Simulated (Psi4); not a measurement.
**Run report: SiH3S, single-point calculation**

The run: single-point calculation of SiH3S, multiplicity 2, SMILES [SiH2]S. Method and program: PBE0/def2-SVP, UKS (Psi4 1.11).

The geometry comes from this level: PBE0-D4/def2-TZVP.

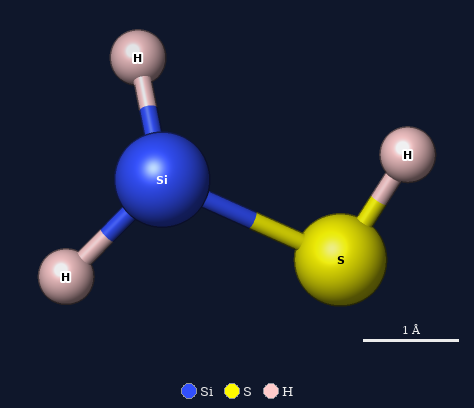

*The input geometry (ball-and-stick view, seen at an oblique angle).*

**Summary**

| quantity | value |
| --- | --- |
| outcome | converged |
| total energy | −688.976300 hartree |
| basis functions | 51 |
| ⟨S²⟩ | 0.752 |
| dipole moment | 1.06 D |
| hardware | 1 thread of AMD EPYC (Zen 3), 16 GiB of memory available, shared host |
| wall time | 11 s |
| peak memory | 0.58 GiB |

**Input file (job.py)**
```python
import psi4

psi4.set_memory(1600000000)
psi4.set_num_threads(1)
psi4.core.set_output_file('output.dat', False)

with open('h3ssi.xyz') as f:
    atoms = ''.join(f.readlines()[2:])
geom = psi4.geometry('0 2\n' + atoms + 'symmetry c1\nno_reorient\nno_com')

psi4.set_options({
    'basis': 'def2-SVP',
    'reference': 'uks',
    'puream': True,
    'e_convergence': 1e-09,
    'd_convergence': 1e-08,
    'scf_type': 'pk',
    'dft_radial_points': 99,
    'dft_spherical_points': 590,
    'maxiter': 200,
})

E, wfn = psi4.energy('pbe0', return_wfn=True)
print('E =', round(E, 9))
```

**File h3ssi.xyz**
```
5
H3SSi
Si    -0.096300    -0.694000    -0.309300
S      0.273100     1.406000    -0.294500
H     -0.094500    -1.256800     1.073000
H     -1.440300    -0.843200    -0.929900
H      1.407800     1.314300     0.419300
```

Launch command:
```bash
python job.py
```

**The program's output**
```
=> Loading Basis Set <=

    Name: DEF2-SVP
    Role: ORBITAL
    Keyword: BASIS

         ---------------------------------------------------------
                                   SCF
                              UKS Reference
                        1 Threads,   1525 MiB Core
         ---------------------------------------------------------

  ==> Geometry <==

    Molecular point group: c1
    Full point group: C1

    Geometry (in Angstrom), charge = 0, multiplicity = 2:

       Center              X                  Y                   Z               Mass
    ------------   -----------------  -----------------  -----------------  -----------------
         SI          -0.096300000000    -0.694000000000    -0.309300000000    27.976926534650
         S            0.273100000000     1.406000000000    -0.294500000000    31.972071174400
         H           -0.094500000000    -1.256800000000     1.073000000000     1.007825032230
         H           -1.440300000000    -0.843200000000    -0.929900000000     1.007825032230
         H            1.407800000000     1.314300000000     0.419300000000     1.007825032230

  Running in c1 symmetry.

  Rotational constants: A =      1.70452  B =      0.19262  C =      0.18157 [cm^-1]
  Rotational constants: A =  51100.20539  B =   5774.48199  C =   5443.25676 [MHz]
  Nuclear repulsion =   80.927895414172028

  Charge       = 0
  Multiplicity = 2
  Electrons    = 33
  Nalpha       = 17
  Nbeta        = 16

  ==> Algorithm <==

  SCF Algorithm Type is PK.
  DIIS enabled.
  MOM disabled.
  Fractional occupation disabled.
  Guess Type is SAD.
  Energy threshold   = 1.00e-09
  Density threshold  = 1.00e-08
  Integral threshold = 1.00e-12

  ==> Primary Basis <==

  Basis Set: DEF2-SVP
    Blend: DEF2-SVP
    Number of shells: 25
    Number of basis functions: 51
    Number of Cartesian functions: 53
    Spherical Harmonics?: true
    Max angular momentum: 2

  ==> DFT Potential <==

   => LibXC <=

    Version 7.1.2

   => Composite Functional: PBE0 <=

    PBE0 Hyb-GGA Exchange-Correlation Functional

    Deriv               =              1
    GGA                 =           TRUE
    Meta                =          FALSE

    Exchange Hybrid     =           TRUE
    MP2 Hybrid          =          FALSE

   => Exchange Functionals <=

    0.7500   Perdew, Burke & Ernzerhof

   => Exact (HF) Exchange <=

    0.2500               HF

   => Correlation Functionals <=

    1.0000   Perdew, Burke & Ernzerhof

   => LibXC Density Thresholds  <==

    XC_HYB_GGA_XC_PBEH:  1.00E-15

   => Molecular Quadrature <=

    Radial Scheme          =       TREUTLER
    Pruning Scheme         =           NONE
    Nuclear Scheme         =       TREUTLER

    Blocking Scheme        =         OCTREE
    BS radius alpha        =              1
    Pruning alpha          =              1
    Radial Points          =             99
    Spherical Points       =            590
    Total Points           =         277511
    Total Blocks           =           2062
    Max Points             =            256
    Max Functions          =             50
    Weights Tolerance      =       1.00E-15

  ==> Integral Setup <==

  Using in-core PK algorithm.
   Calculation information:
      Number of atoms:                   5
      Number of AO shells:              25
      Number of primitives:             51
      Number of atomic orbitals:        53
      Number of basis functions:        51

      Integral cutoff                 1.00e-12
      Number of threads:                 1

  Performing in-core PK
  Using 1759602 doubles for integral storage.
  We computed 51262 shell quartets total.
  Whereas there are 52975 unique shell quartets.

  ==> DiskJK: Disk-Based J/K Matrices <==

    J tasked:                  Yes
    K tasked:                  Yes
    wK tasked:                  No
    Memory [MiB]:              793
    Schwarz Cutoff:          1E-12

  Cached 100.0% of DFT collocation blocks in 0.342 [GiB].

  Minimum eigenvalue in the overlap matrix is 1.5532563883E-02.
  Reciprocal condition number of the overlap matrix is 3.9307404771E-03.
    Using symmetric orthogonalization.

  ==> Pre-Iterations <==

  SCF Guess: Superposition of Atomic Densities via on-the-fly atomic UHF (no occupation information).

   -------------------------
    Irrep   Nso     Nmo
   -------------------------
     A         51      51
   -------------------------
    Total      51      51
   -------------------------

  ==> Iterations <==

                        Total Energy        Delta E     RMS |[F,P]|

   @UKS iter SAD:  -688.69629904359488   -6.88696e+02   0.00000e+00
   @UKS iter   1:  -688.94270382768548   -2.46405e-01   4.42586e-03 DIIS/ADIIS
   @UKS iter   2:  -688.96092039197640   -1.82166e-02   3.08439e-03 DIIS/ADIIS
   @UKS iter   3:  -688.97574201984332   -1.48216e-02   5.26256e-04 DIIS/ADIIS
   @UKS iter   4:  -688.97625332683117   -5.11307e-04   1.24923e-04 DIIS/ADIIS
   @UKS iter   5:  -688.97629073701410   -3.74102e-05   6.06539e-05 DIIS
   @UKS iter   6:  -688.97629898049308   -8.24348e-06   9.30376e-06 DIIS
   @UKS iter   7:  -688.97629943199411   -4.51501e-07   4.68687e-06 DIIS
   @UKS iter   8:  -688.97629950946168   -7.74676e-08   1.10407e-06 DIIS
   @UKS iter   9:  -688.97629951486419   -5.40251e-09   2.29410e-07 DIIS
   @UKS iter  10:  -688.97629951507975   -2.15550e-10   8.02227e-08 DIIS
   @UKS iter  11:  -688.97629951510112   -2.13731e-11   2.31751e-08 DIIS
   @UKS iter  12:  -688.97629951510476   -3.63798e-12   7.43515e-09 DIIS
  Energy and wave function converged.

  ==> Post-Iterations <==

   Electrons on quadrature grid:
      Nalpha   =   17.0000001398 ; deviation = 1.398e-07
      Nbeta    =   16.0000001332 ; deviation = 1.332e-07
      Ntotal   =   33.0000002729 ; deviation = 2.729e-07

   @Spin Contamination Metric:   2.216102025E-03
   @S^2 Expected:                7.500000000E-01
   @S^2 Observed:                7.522161020E-01
   @S   Expected:                5.000000000E-01
   @S   Observed:                5.000000000E-01

    Orbital Energies [Eh]
    ---------------------

    Alpha Occupied:

       1A    -89.012700     2A    -66.261765     3A     -8.014774
       4A     -5.955878     5A     -5.953423     6A     -5.948877
       7A     -5.356397     8A     -3.696247     9A     -3.692829
      10A     -3.690824    11A     -0.764989    12A     -0.544498
      13A     -0.434182    14A     -0.370449    15A     -0.356342
      16A     -0.304252    17A     -0.219294

    Alpha Virtual:

      18A      0.015461    19A      0.030381    20A      0.056331
      21A      0.074549    22A      0.182050    23A      0.287245
      24A      0.319327    25A      0.348287    26A      0.369745
      27A      0.389084    28A      0.433327    29A      0.463771
      30A      0.520807    31A      0.537728    32A      0.560311
      33A      0.617149    34A      0.667717    35A      0.702319
      36A      0.715158    37A      0.795276    38A      0.836526
      39A      0.880440    40A      0.904452    41A      1.037058
      42A      1.155129    43A      1.442552    44A      1.550225
      45A      1.566381    46A      1.585156    47A      1.604785
      48A      1.701495    49A      2.021225    50A      2.183042
      51A      2.202569

    Beta Occupied:

       1A    -89.011796     2A    -66.258567     3A     -8.013869
       4A     -5.955283     5A     -5.952118     6A     -5.946642
       7A     -5.352033     8A     -3.690640     9A     -3.688349
      10A     -3.685785    11A     -0.759189    12A     -0.525709
      13A     -0.428855    14A     -0.363329    15A     -0.345000
      16A     -0.286904

    Beta Virtual:

      17A     -0.092276    18A      0.027454    19A      0.040558
      20A      0.076598    21A      0.086749    22A      0.197569
      23A      0.292723    24A      0.323673    25A      0.364309
      26A      0.402235    27A      0.417764    28A      0.453011
      29A      0.477862    30A      0.538168    31A      0.555440
      32A      0.583799    33A      0.624523    34A      0.680735
      35A      0.710341    36A      0.724002    37A      0.800200
      38A      0.849063    39A      0.891529    40A      0.916398
      41A      1.040934    42A      1.162566    43A      1.451279
      44A      1.553534    45A      1.572281    46A      1.592694
      47A      1.609078    48A      1.709932    49A      2.029882
      50A      2.192012    51A      2.203768

    Final Occupation by Irrep:
              A
    DOCC [    16 ]
    SOCC [     1 ]
    NA   [    17 ]
    NB   [    16 ]

  @UKS Final Energy:  -688.97629951510476

   => Energetics <=

    Nuclear Repulsion Energy =             80.9278954141720277
    One-Electron Energy =               -1113.6149190363287289
    Two-Electron Energy =                 379.5303274401605904
    DFT Exchange-Correlation Energy =     -35.8196033331088515
    Empirical Dispersion Energy =           0.0000000000000000
    VV10 Nonlocal Energy =                  0.0000000000000000
    Total Energy =                       -688.9762995151048699

  UHF NO Occupations:
  HONO-2 :   15  A 1.9998645
  HONO-1 :   16  A 1.9992178
  HONO-0 :   17  A 1.0000000
  LUNO+0 :   18  A 0.0007822
  LUNO+1 :   19  A 0.0001355
  LUNO+2 :   20  A 0.0001126
  LUNO+3 :   21  A 0.0000551

Computation Completed

Properties will be evaluated at   0.000000,   0.000000,   0.000000 [a0]

Properties computed using the SCF density matrix

 Multipole Moments:

 ------------------------------------------------------------------------------------
     Multipole            Electronic (a.u.)      Nuclear  (a.u.)        Total (a.u.)
 ------------------------------------------------------------------------------------

 L = 1.  Multiply by 2.5417464519 to convert [e a0] to [Debye]
 Dipole X            :         -5.1950282            5.4696233            0.2745951
 Dipole Y            :        -22.8862909           22.6659421           -0.2203488
 Dipole Z            :         16.2445214          -16.0244996            0.2200218
 Magnitude           :                                                    0.4151695

 ------------------------------------------------------------------------------------

	total time  =          9 seconds =       0.15 minutes
```
